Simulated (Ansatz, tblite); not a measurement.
# Cl₄Cu₄H₁₂N₄: which spin state is lowest

Aim: set other spin states of Cl₄Cu₄H₁₂N₄ against its singlet, on many levels of theory.

Program: Ansatz 0.2.0, Gaussian basis. Level of theory: as each input shows. These are calculated values, not measurements.

The runs, in order: triplet, at the geometry of the singlet (GFN1-xTB, GFN2-xTB, PBE-D4/def2-SVP, r2SCAN-D4/def2-SVP); the singlet's energies come from earlier runs.

9 further runs of the same task are left out: 7 that didn't finish, 2 set aside as unsound or not needed. Runs told in other sessions of the task aren't counted.

## Step 1: The structure

The singlet was relaxed beforehand with PBE-D4/def2-SVP.

24 atoms, charge 0, spin multiplicity 1.

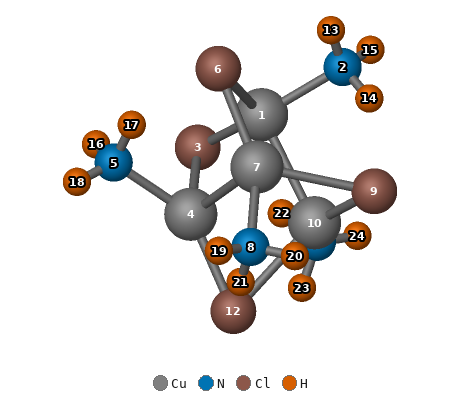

The geometry (copper grey, nitrogen blue, chlorine brown, hydrogen orange); atoms are numbered from 1 in the order of the file.

No spin-orbit coupling is included.

## Step 2: Triplet at the fixed geometry, GFN1-xTB

Tight binding, by tblite at 300 K electronic temperature and without a spin-polarisation term:

```python
tblite.interface.Calculator('GFN1-xTB', numbers, positions, charge=0, uhf=2).singlepoint()
```

Energy -1487.1099 eV; 0.036 s.

## Step 3: Triplet at the fixed geometry, GFN2-xTB

Tight binding, by tblite at 300 K electronic temperature and without a spin-polarisation term:

```python
tblite.interface.Calculator('GFN2-xTB', numbers, positions, charge=0, uhf=2).singlepoint()
```

Energy -1406.9818 eV; 0.042 s.

## Step 4: Triplet at the fixed geometry, PBE-D4/def2-SVP

Contents of in.yaml:

```yaml
crystal:
  periodic: [false, false, false]
  atoms:
    - {symbol: Cu, position_ang: [0.914522, -1.187266, -0.565812]}
    - {symbol: N, position_ang: [-0.137429, -2.857168, -1.036114]}
    - {symbol: Cl, position_ang: [2.511048, 0.210767, -1.303089]}
    - {symbol: Cu, position_ang: [0.893532, 1.276187, 0.366228]}
    - {symbol: N, position_ang: [2.282165, 0.900476, 1.799661]}
    - {symbol: Cl, position_ang: [0.822117, -1.966404, 1.872598]}
    - {symbol: Cu, position_ang: [-0.751836, -0.453729, 1.338967]}
    - {symbol: N, position_ang: [-1.947112, 0.991485, 2.121001]}
    - {symbol: Cl, position_ang: [-2.647145, -0.981249, -0.293313]}
    - {symbol: Cu, position_ang: [-1.060320, 0.366202, -1.143825]}
    - {symbol: N, position_ang: [-0.196838, 0.964224, -2.883292]}
    - {symbol: Cl, position_ang: [-0.687213, 2.739189, -0.276763]}
    - {symbol: H, position_ang: [0.033833, -3.539855, -0.283641]}
    - {symbol: H, position_ang: [-1.131012, -2.563606, -0.954546]}
    - {symbol: H, position_ang: [-0.012956, -3.334141, -1.938486]}
    - {symbol: H, position_ang: [3.188828, 0.818350, 1.317462]}
    - {symbol: H, position_ang: [2.041438, -0.048547, 2.147117]}
    - {symbol: H, position_ang: [2.401570, 1.523495, 2.608370]}
    - {symbol: H, position_ang: [-1.903023, 1.244163, 3.116456]}
    - {symbol: H, position_ang: [-2.918027, 0.729976, 1.897274]}
    - {symbol: H, position_ang: [-1.727729, 1.836594, 1.557903]}
    - {symbol: H, position_ang: [0.815584, 0.777896, -2.742116]}
    - {symbol: H, position_ang: [-0.305566, 1.987738, -2.933852]}
    - {symbol: H, position_ang: [-0.478431, 0.565222, -3.788179]}
basis:
  gaussian: {orbitals: def2-SVP}
magnetization: {spin_polarized: true, initial_magnetization: 2}
hamiltonian: {xc: pbe, dispersion: d4}
scf: {omitted_lower_state_checks: [starts]}
output: {orbitals: {seedname: orbitals}}
```

Started as:

```bash
$ ansatz run in.yaml --threads 4 --pin off --events-out ev --progress --plain --max-ram 6963MiB
```

Log:

```text
Functional definition: PBE
  name "PBE"
  cite "Perdew, Burke & Ernzerhof, Phys. Rev. Lett. 77, 3865 (1996) doi:10.1103/PhysRevLett.77.3865"
  parent pbe
  parameter kappa = 0.804
  parameter beta = 0.06672455060314922
  exchange = pbe_x(kappa = kappa, mu = beta*pi^2/3)
  correlation = pbe_c(beta = beta)
these checks for a lower state are left out or cut short: starts
3700 factors; their error is unknown
mean field evaluation 1: about -234691.8618 eV, gradient 8.6e1 eV
mean field evaluation 2: about -234005.6527 eV, gradient 4.6e2 eV
mean field evaluation 4: about -234706.6241 eV, gradient 6.6e1 eV
mean field evaluation 8: about -234710.5029 eV, gradient 5.6e1 eV
mean field evaluation 16: about -234720.5100 eV, gradient 1.9e-2 eV
mean field -234720.50999573 eV, -8625.8196430673 hartree, gradient 3.5e-6 eV, S^2 2.001675; 0 other end points of the search recorded, 0 dependent functions left out
reference -234720.51009794 eV, -8625.8196468231 hartree; 113, 111 occupied and 199, 201 virtual orbitals, 3700 factors
Total energy: -234721.79921822 eV, -8625.8670211198 hartree
Checks for a lower state left out: starts
```

Run time: 49 s. Hardware: 4 threads of Arm Neoverse V1, shared host; peak memory 1.2 GiB.

HOMO -2.00 eV, LUMO -4.05 eV (over both spins; with the spin held, an empty level of the minority spin lies below the top filled one); ⟨S²⟩ 2.002 (pure: 2.00).

## Step 5: Triplet at the fixed geometry, r2SCAN-D4/def2-SVP

start.molden holds the orbitals of an earlier run on this state, given as this run's starting guess.

in.yaml, as its differences from that of step 4:

```diff
@@ -28,5 +28,5 @@
 basis:
-  gaussian: {orbitals: def2-SVP}
+  gaussian: {orbitals: def2-SVP, initial_orbitals: start.molden}
 magnetization: {spin_polarized: true, initial_magnetization: 2}
-hamiltonian: {xc: pbe, dispersion: d4}
+hamiltonian: {xc: r2scan, dispersion: d4}
 scf: {omitted_lower_state_checks: [starts]}
```

Same command.

Log, cut to the lines that bear on the results:

```text
Functional definition: r2SCAN
  name "r2SCAN"
  cite "Furness, Kaplan, Ning, Perdew & Sun, J. Phys. Chem. Lett. 11, 8208 (2020) doi:10.1021/acs.jpclett.0c02405"
  cite "Furness, Kaplan, Ning, Perdew & Sun, J. Phys. Chem. Lett. 11, 9248 (2020) doi:10.1021/acs.jpclett.0c03077"
  parent r2scan
[...]
3700 factors; their error is unknown
[...]
mean field -234768.91519333 eV, -8627.5985012688 hartree, gradient 3.1e-6 eV, S^2 2.004108; 0 other end points of the search recorded, 0 dependent functions left out
reference -234768.91524536 eV, -8627.5985031808 hartree; 113, 111 occupied and 199, 201 virtual orbitals, 3700 factors
Total energy: -234769.25772138 eV, -8627.6110889422 hartree
Checks for a lower state left out: starts
```

It took 95 s on 4 threads of Arm Neoverse V1, shared host; peak memory 1.4 GiB.

Report: HOMO -2.20 eV, LUMO -4.06 eV (over both spins; with the spin held, an empty level of the minority spin lies below the top filled one); ⟨S²⟩ 2.004 (pure: 2.00).

## Step 6: Triplet less singlet, vertical

The singlet's energies are those of its earlier runs, whose logs aren't repeated here.

```
             level  triplet less singlet, vertical (eV)     time
          GFN1-xTB                               +1.886  0.064 s
          GFN2-xTB                               +3.680  0.071 s
   PBE-D4/def2-SVP                               +2.038     64 s
r2SCAN-D4/def2-SVP                               +2.061  2.1 min
```

Times add the two runs; a level without a time comes out of a correlated run. Tight binding without a spin term can't rank spin states.

## Step 7: What came out

| quantity | value |
| --- | --- |
| triplet less singlet, vertical, functionals in def2-SVP | +2.038 (PBE-D4) to +2.061 eV (r2SCAN-D4) |

All functionals put the triplet above the singlet, over a spread of 0.023 eV. The checks for a lower triplet were left out, so another state of that spin may lie lower. The singlet here is a closed shell; an open-shell singlet can lie lower. These are electronic energies, without zero-point motion, entropy or surroundings.
